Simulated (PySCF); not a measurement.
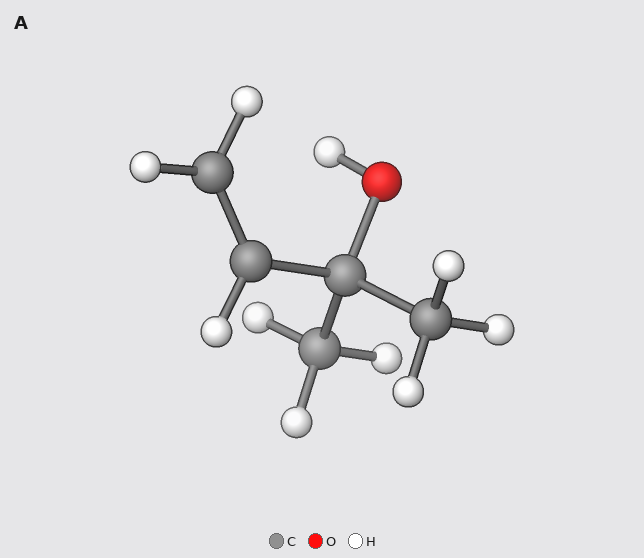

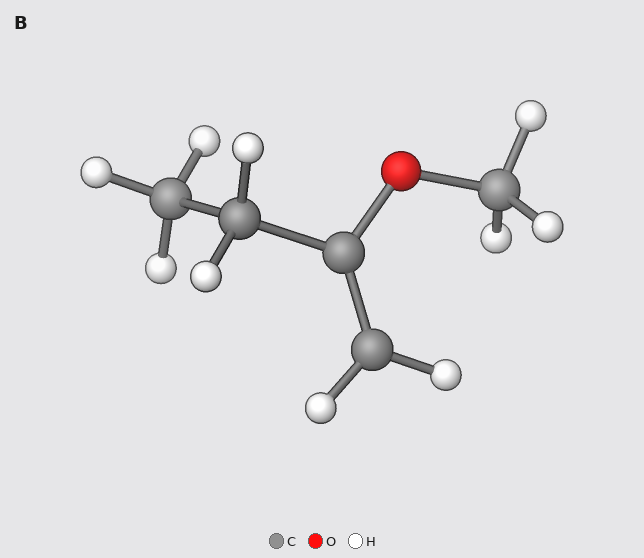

2 stationary structures of one formula. Geometries: GFN2-xTB. Electronic energies: PBE0/pcSseg-1 (PySCF 2.14.0), without zero-point energy. No frequency run is at hand to confirm each as a minimum. Each is one conformer, not always the lowest.

### How are they related?

They are constitutional isomers of C5H10O: A `C=CC(C)(C)O`, B `C=C(CC)OC`.

### Which structure is the most stable?

A is lowest; B lies 0.191 eV above it.
